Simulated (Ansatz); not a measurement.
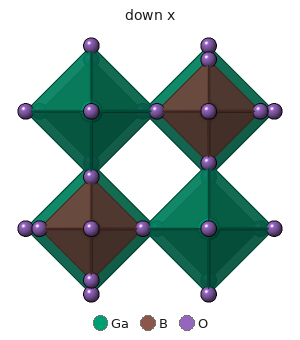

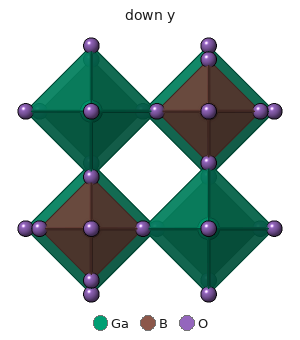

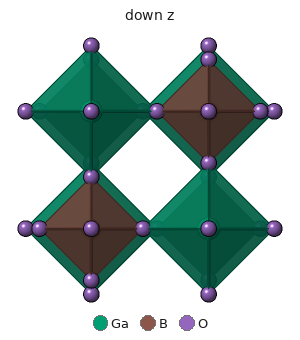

Blocks of 2 × 2 × 2 octahedra, seen down the three pseudocubic axes x, y and z (centre-to-centre directions).

The compound is GaBO₆, taken as the geometry relaxed with Ansatz 0.2.0, DFT PBE, scalar-relativistic, plane waves, PAW; the starting structure was generated, so it need not be a known form of this composition.

**Which atoms centre the octahedra, which link them, and which fill the cavities?**

Ga and B at the centres, O at the shared corners, nothing in the cavities: a perovskite-type framework of corner-sharing octahedra with the large cavities empty (ReO3 type).

**Are the octahedra tilted?**

The octahedra are not tilted (under 0.5° about every axis): a⁰a⁰a⁰.

**What are the Ga–O–B angles?**

Ga–O–B angles along x: 180.0°; along y: 180.0°; along z: 180.0°.

**How are Ga and B ordered over the octahedra?**

Ga and B are ordered in the rock-salt pattern: every octahedron is linked to six of the other kind.
